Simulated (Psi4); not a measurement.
**CCSD/6-31G(d) (spherical functions) run of GaSiH4OF (SMILES [F][GaH][O][SiH3])**

Aim: the energy change on altering one bond length of GaSiH4OF at CCSD/6-31G* (spherical functions), from 2 runs. 

The calculation is run with Psi4 1.11.

5 further runs of the same task are left out: 5 that didn't finish.

### 1 The system as given

GaSiH4OF has 8 atoms, charge 0, and is taken as a singlet. As SMILES, `[F][GaH][O][SiH3]`. The coordinates come from a PBE0-D4/def2-TZVP relaxation. This is one conformer, not always the lowest.

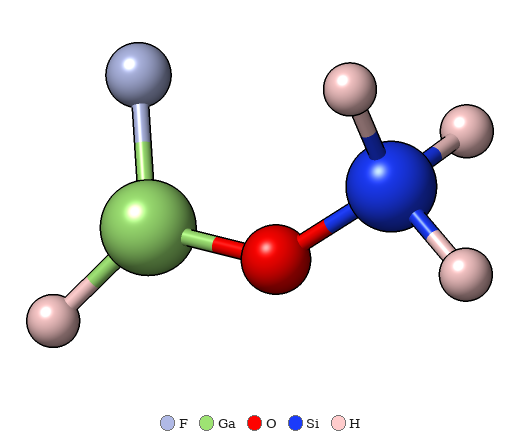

Viewed from a chosen angle; fluorine light blue, gallium green, oxygen red, silicon blue, hydrogen pink.

### 2 A single-point energy at CCSD/6-31G(d) (spherical functions)

File input.json:

```json
{
  "schema_name": "qcschema_input",
  "schema_version": 1,
  "molecule": {
    "schema_name": "qcschema_molecule",
    "schema_version": 2,
    "symbols": ["F", "Ga", "O", "Si", "H", "H", "H", "H"],
    "geometry": [1.61968426, 2.78167686, 3.48881237, 2.50180842, 2.30584382, 0.33542639, 0.60886976, 0.04686521, -1.21698362, -1.80053105, -1.78730297, -0.56521708, 4.7112762, 3.74959458, -0.87513217, -2.43302239, -3.2450377, -2.87843083, -1.16898458, -3.5797082, 1.50592275, -4.03891165, -0.27174262, 0.2056022],
    "molecular_charge": 0,
    "molecular_multiplicity": 1,
    "fix_symmetry": "c1"
  },
  "driver": "energy",
  "model": {
    "method": "ccsd",
    "basis": "6-31G*"
  },
  "keywords": {
    "reference": "rhf",
    "puream": true,
    "e_convergence": 1e-09,
    "d_convergence": 1e-08,
    "scf_type": "pk",
    "num_frozen_docc": 16
  }
}
```

On the command line:

```bash
$ psi4 --qcschema input.json -n 1 --memory 2200MB
```

stdout:

```text
[...]
  Running in c1 symmetry.
[...]
  Nuclear repulsion =  350.543607697449147
[...]
  Multiplicity = 1
[...]
  Nalpha       = 33
  Nbeta        = 33
[...]
    Number of basis functions: 86
[...]
   @RHF iter   1: -2387.29208358899950   -3.65620e+00   2.94378e-02 DIIS/ADIIS
[...]
   @RHF iter  12: -2388.61094490061078   -1.36424e-12   2.94273e-09 DIIS
[...]
    Orbital Energies [Eh]
    ---------------------
    Doubly Occupied:
       1A   -378.876723     2A    -68.781605     3A    -48.251914
       4A    -42.584855     5A    -42.580686     6A    -42.580342
       7A    -26.241610     8A    -20.555827     9A     -6.467629
      10A     -6.138853    11A     -4.564305    12A     -4.557757
      13A     -4.557125    14A     -4.245420    15A     -4.244431
      16A     -4.244421    17A     -1.519141    18A     -1.328999
      19A     -1.252162    20A     -1.249075    21A     -1.248750
      22A     -1.245010    23A     -1.223091    24A     -0.734043
      25A     -0.657492    26A     -0.607918    27A     -0.597704
      28A     -0.588212    29A     -0.547950    30A     -0.545944
      31A     -0.504624    32A     -0.452378    33A     -0.450935
[...]
  @RHF Final Energy: -2388.61094490061078
   => Energetics <=
    Nuclear Repulsion Energy =            350.5436076974491471
    One-Electron Energy =               -4029.8552430621853091
    Two-Electron Energy =                1290.7006904641255005
    Total Energy =                      -2388.6109449006107752
[...]
 Multipole Moments:
 ------------------------------------------------------------------------------------
     Multipole            Electronic (a.u.)      Nuclear  (a.u.)        Total (a.u.)
 ------------------------------------------------------------------------------------
 L = 1.  Multiply by 2.5417464519 to convert [e a0] to [Debye]
 Dipole X            :          9.1030759           -8.6385001            0.4645758
 Dipole Y            :          8.9615665           -8.7550531            0.2065134
 Dipole Z            :          2.6708155           -3.1736654           -0.5028500
 Magnitude           :                                                    0.7150780
[...]
      * MP2 total energy                      = -2389.278025622309997
[...]
      * CCSD total energy                     = -2389.284382372467462
[...]
```

The result, in JSON:

```text
{
 "driver": "energy",
 "model": {
  "method": "ccsd",
  "basis": "6-31G*"
 },
 "success": true,
 "return_result": -2389.2843823724675,
 "properties": {
  "calcinfo_nbasis": 86,
  "calcinfo_nmo": 86,
  "calcinfo_nalpha": 33,
  "calcinfo_nbeta": 33,
  "calcinfo_natom": 8,
  "nuclear_repulsion_energy": 350.54360769744915,
  "return_energy": -2389.2843823724675,
  "scf_one_electron_energy": -4029.8552430621853,
  "scf_two_electron_energy": 1290.7006904641255,
  "scf_dipole_moment": [0.4645758074443247, 0.20651340244307548, -0.5028499572997838],
  "scf_total_energy": -2388.610944900611,
  "scf_iterations": 12,
  "mp2_same_spin_correlation_energy": -0.19019090467375988,
  "mp2_opposite_spin_correlation_energy": -0.47688981703216693,
  "mp2_singles_energy": -3.232310456498367e-26,
  "mp2_doubles_energy": -0.6670807217059268,
  "mp2_correlation_energy": -0.6670807217059268,
  "mp2_total_energy": -2389.27802562231,
  "ccsd_same_spin_correlation_energy": -0.16602854438164538,
  "ccsd_opposite_spin_correlation_energy": -0.5074089274819509,
  "ccsd_singles_energy": 0.0,
  "ccsd_doubles_energy": -0.6734374718635963,
  "ccsd_correlation_energy": -0.6734374718635961,
  "ccsd_total_energy": -2389.2843823724675,
  "ccsd_iterations": 17
 }
}
```

It took 33 s on 1 thread of Intel Xeon Platinum 8259CL at 2.50GHz (Skylake/Cascade Lake), shared host; peak memory 0.49 GiB.

### 3 The distorted shape at the same level

File input.in:

```
memory 2200 MB

molecule {
  F      1.048378     1.617611     1.794457
  Ga     1.515178     1.365811     0.125757
  O      0.513478     0.170411    -0.695743
  Si    -0.952800    -0.945800    -0.299100
  H      2.684378     2.129811    -0.514843
  H     -1.287500    -1.717200    -1.523200
  H     -0.618600    -1.894300     0.796900
  H     -2.137300    -0.143800     0.108800
  symmetry c1
}

set puream true
set e_convergence 1e-09
set d_convergence 1e-08
set scf_type pk
set num_frozen_docc 16

result, w = energy('ccsd/6-31G*', return_wfn=True)
print_variables()
```

On the command line:

```bash
$ psi4 -i input.in -o input.out -n 1
```

input.out:

```text
[...]
  Running in c1 symmetry.
[...]
  Nuclear repulsion =  338.897794062359822
[...]
  Multiplicity = 1
[...]
  Nalpha       = 33
  Nbeta        = 33
[...]
    Number of basis functions: 86
[...]
   @RHF iter   1: -2387.24418741366981   -3.88696e+00   2.95011e-02 DIIS/ADIIS
[...]
   @RHF iter  12: -2388.58457147864146   -2.09184e-11   6.28799e-09 DIIS
[...]
    Orbital Energies [Eh]
    ---------------------
    Doubly Occupied:
       1A   -378.858877     2A    -68.813979     3A    -48.234181
       4A    -42.567101     5A    -42.562985     6A    -42.562551
       7A    -26.229431     8A    -20.545803     9A     -6.449857
      10A     -6.166467    11A     -4.546540    12A     -4.540004
      13A     -4.539269    14A     -4.272406    15A     -4.272382
      16A     -4.271847    17A     -1.507602    18A     -1.286276
      19A     -1.234495    20A     -1.231296    21A     -1.230913
      22A     -1.227064    23A     -1.188857    24A     -0.726950
      25A     -0.647753    26A     -0.594098    27A     -0.586228
      28A     -0.562724    29A     -0.518651    30A     -0.518075
      31A     -0.485876    32A     -0.460160    33A     -0.456844
[...]
  @RHF Final Energy: -2388.58457147864146
   => Energetics <=
    Nuclear Repulsion Energy =            338.8977940623598215
    One-Electron Energy =               -4007.1696425111254030
    Two-Electron Energy =                1279.6872769701240031
    Total Energy =                      -2388.5845714786414646
[...]
 Multipole Moments:
 ------------------------------------------------------------------------------------
     Multipole            Electronic (a.u.)      Nuclear  (a.u.)        Total (a.u.)
 ------------------------------------------------------------------------------------
 L = 1.  Multiply by 2.5417464519 to convert [e a0] to [Debye]
 Dipole X            :          9.3525222           -9.3424931            0.0100291
 Dipole Y            :          9.1217315           -9.2909701           -0.1692386
 Dipole Z            :          2.5282535           -2.9832268           -0.4549733
 Magnitude           :                                                    0.4855337
[...]
      * MP2 total energy                      = -2389.259566706172791
[...]
      * CCSD total energy                     = -2389.265082545053701
[...]
```

It took 33 s on 1 thread of Intel Xeon Platinum 8259CL at 2.50GHz (Skylake/Cascade Lake), shared host; peak memory 0.49 GiB.

### 4 Results

At CCSD/6-31G* (spherical functions), 16 core orbitals frozen:

| quantity | value |
| --- | --- |
| first shape: total energy | -2389.28438 Eh |
| first shape: HOMO energy (Hartree–Fock orbitals) | -12.27 eV |
| first shape: LUMO energy (Hartree–Fock orbitals) | 1.53 eV |
| first shape: HOMO–LUMO gap (Hartree–Fock orbitals) | 13.80 eV |
| first shape: correlation energy (16 core orbitals frozen) | -673.4 mEh |
| first shape: T1 diagnostic | 0.015 |
| distorted shape: total energy | -2389.26508 Eh |
| distorted shape: HOMO energy (Hartree–Fock orbitals) | -12.43 eV |
| distorted shape: LUMO energy (Hartree–Fock orbitals) | 1.85 eV |
| distorted shape: HOMO–LUMO gap (Hartree–Fock orbitals) | 14.28 eV |
| distorted shape: correlation energy (16 core orbitals frozen) | -680.5 mEh |
| distorted shape: T1 diagnostic | 0.016 |
| energy change with the O3–Si4 bond stretched from 1.639 to 1.885 Å | 0.525 eV |

With the O3–Si4 bond stretched from 1.639 to 1.885 Å the energy rises by 0.53 eV (50.7 kJ/mol). The first shape isn't relaxed at this level, so the change isn't measured from a minimum.
